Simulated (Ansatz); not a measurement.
C2HGeSi (doublet)

| atom | x (Å) | y (Å) | z (Å) |
| --- | --- | --- | --- |
| C | -0.9004 | 1.3127 | 0.5665 |
| C | 0.2490 | 0.6933 | 0.7300 |
| Ge | -0.9755 | 0.4174 | 2.3935 |
| Si | 1.3883 | -0.3287 | 1.6936 |
| H | -1.4715 | 1.9297 | -0.1222 |

Geometry: B3LYP-D3(BJ)/def2-SVP.

Method: isolated molecule in a Gaussian basis; Kohn-Sham density functional theory, functional PBE0 (Ansatz 0.2.0).

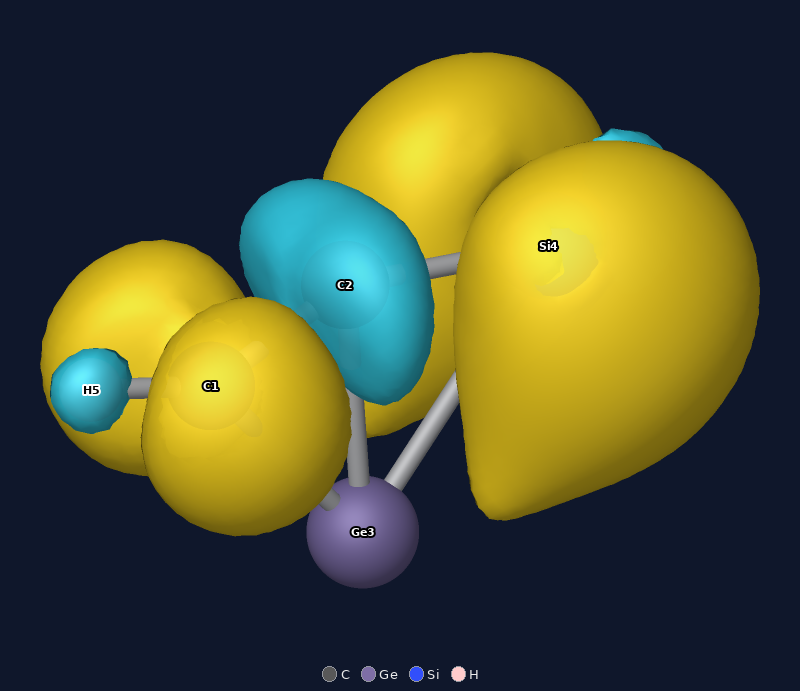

Figure 1. Isosurfaces of the spin density at +0.015 (yellow) and −0.015 e/Å³ (cyan), seen at a tilt.

### Describe the spin distribution.

The unpaired spin (1 electron) lies mostly on Si4 (about 0.6), C1 (about 0.3) and Ge3 (about 0.1), in electrons by Hirshfeld's partition.

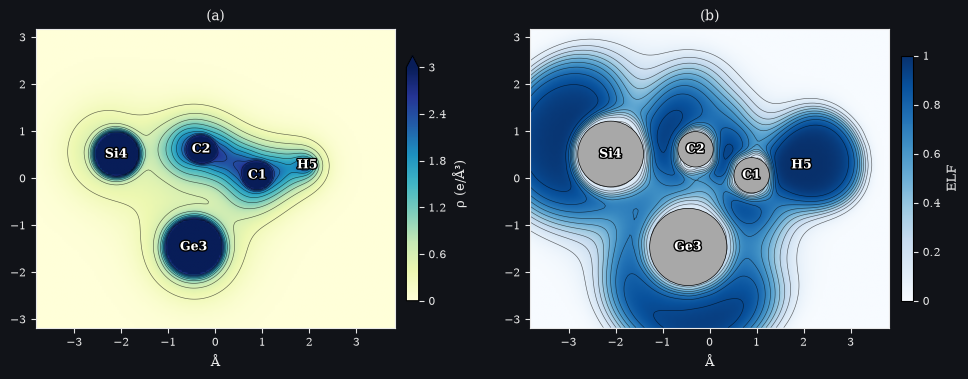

Figure 2. (a) electron density; (b) electron localisation function on the molecular plane. Grey discs cover the atomic cores in the ELF map.

### What does the map show?

Atoms in the plane: C, Ge, Si and H. C–C (1.32 Å): the density is about 2.4 e/Å³ at the midpoint; the ELF peaks at about 0.90 between the atoms (a short, multiple covalent bond). C–Si (1.81 Å): ρ at the midpoint is about 0.92 e/Å³; the ELF peaks at about 0.90 between the atoms, as expected for a covalent bond. C–Ge (2.04 Å): the density is about 0.67 e/Å³ at the midpoint; the ELF peaks at about 0.80 in the valence shell of C, 0.7 Å from its nucleus, and is about 0.50 at the midpoint. Si–Ge (2.58 Å): ρ at the midpoint is about 0.43 e/Å³; the ELF peaks at about 0.65 in the valence shell of Si, 1.2 Å from its nucleus, and is about 0.65 at the midpoint. C–H (1.09 Å): ρ at the midpoint is about 2 e/Å³; the ELF climbs to about 1 towards the hydrogen, as it does in any bond to H: a covalent bond by its length. The ELF also peaks beside Si4, away from the bonds: non-bonding electrons, paired or unpaired.

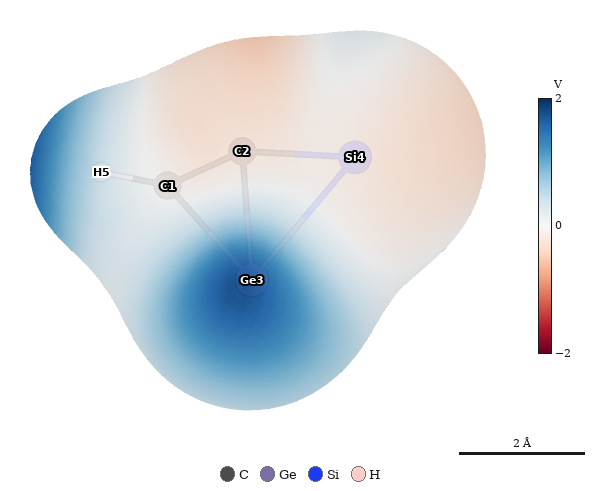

Figure 3. The molecular electrostatic potential painted on the density surface at 0.002 e/bohr³, seen across its widest extent; red is negative and blue positive.

### Which sites attract a positive test charge, and which a negative one?

A positive charge is drawn to the negative regions and a negative charge to the positive ones. The most negative region (about −0.5 V) lies over C2 and Si4, the most positive (about +1.7 V) over Ge3.

### What dipole moment does the calculation give?

Its dipole moment is 2.09 D.

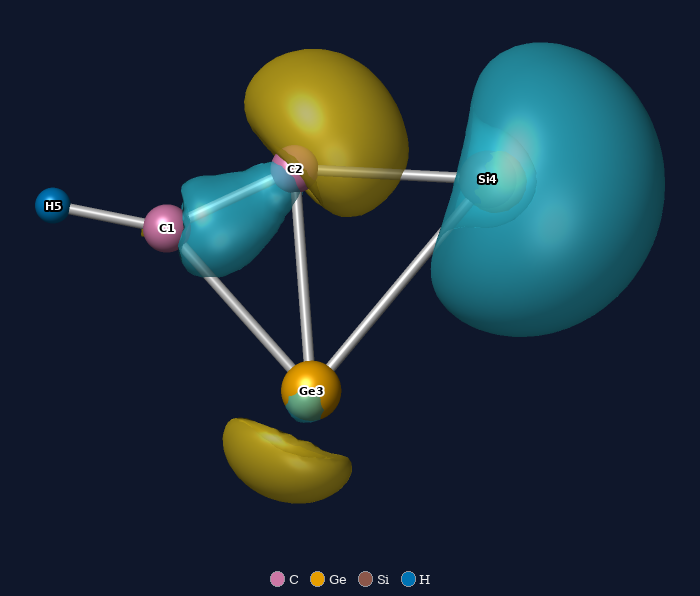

Figure 4. The HOMO−1 (β) at ±0.15 Å⁻³ᐟ² (yellow and cyan are the two phases), seen across its widest extent.

### Where does this orbital lie, and at what energy?

It lies mainly on Si4 (about 65 %), C2 (about 20 %) and Ge3 (about 15 %); it is symmetric in the molecular plane (an in-plane orbital: σ, lone-pair or in-plane π type). Its energy is −7.98 eV.
